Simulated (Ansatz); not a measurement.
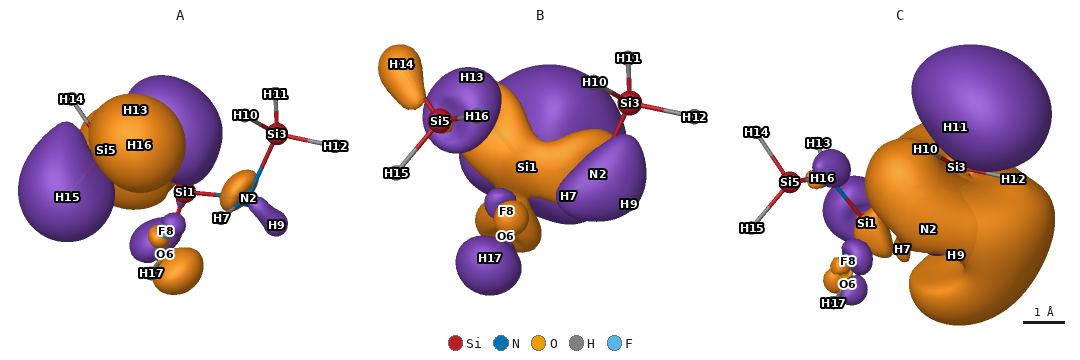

*H10N2OSi3···F (doublet). Three frontier orbitals at ±0.06 Å⁻³ᐟ² (orange and purple are the two phases), in no order.*

A transition-state structure; geometry: PBE0-D4/def2-TZVP.

All numbers below come from UKS PBE0-D4/def2-TZVPP (Ansatz 0.2.0).

```xyz
17

Si   -1.2772   -0.6578   -0.3167
N     0.2594   -0.7632   -1.3774
Si    0.8749    0.7888   -2.0268
N    -1.0418    0.6803    0.7044
Si    0.0405    0.7820    2.0877
O    -1.6922   -2.1638    0.1519
H     0.7947   -1.0951   -0.4616
F     0.6231   -1.2701    0.9052
H     0.2029   -1.5106   -2.0621
H     1.6471    1.4483   -0.9576
H    -0.2772    1.6057   -2.4682
H     1.7344    0.4459   -3.1849
H    -1.7379    1.4093    0.6505
H    -0.4212    2.0630    2.7149
H    -0.1462   -0.2650    3.1163
H     1.4623    1.0038    1.7362
H    -1.0455   -2.5014    0.7883
```

### Which picture is the HOMO−1, the HOMO and the LUMO? All are α orbitals.

A is the HOMO−1 (α) (−7.89 eV). Its weight (Hirshfeld) is mainly on N4 (about 45 %), Si5 (about 15 %), H16 (about 10 %), H15 (about 10 %) and Si1 (about 10 %). B is the HOMO (α) (−6.01 eV). By Hirshfeld shares it lies mainly on Si1 (about 65 %), N4 (about 10 %) and N2 (about 5 %). C is the LUMO (α) (−0.41 eV). By Hirshfeld shares it lies mainly on Si3 (about 45 %), H9 (about 10 %), N2 (about 10 %), H12 (about 5 %) and Si1 (about 5 %).

### What is the gap between the highest occupied and lowest empty α orbitals?

5.60 eV between the orbital energies.
